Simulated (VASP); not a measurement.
Band structure of SiO$_{2}$ (quartz). Level of theory: r2SCAN meta-GGA, VASP's PBE PAW potentials (set 64) (plane waves; VASP).

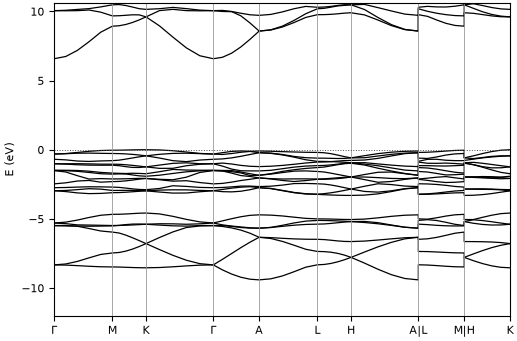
Bands along high-symmetry lines, zero at the valence-band maximum or, without a gap, the Fermi level

Q: Read the plot: is there a gap, and where are the band edges?

A: The gap is indirect, 6.58 eV, from the valence maximum at K to the conduction minimum at Γ.

Measured: gap 9.70 eV (computed value off by -3.12 eV), as given by Wei Chen et al., Physical Review Materials (2018), doi:10.1103/physrevmaterials.2.073803 [computed exciton binding energy of 1.2 eV added to the absorption spectrum's value].

The compound is SiO2 in the quartz structure. It was relaxed first.
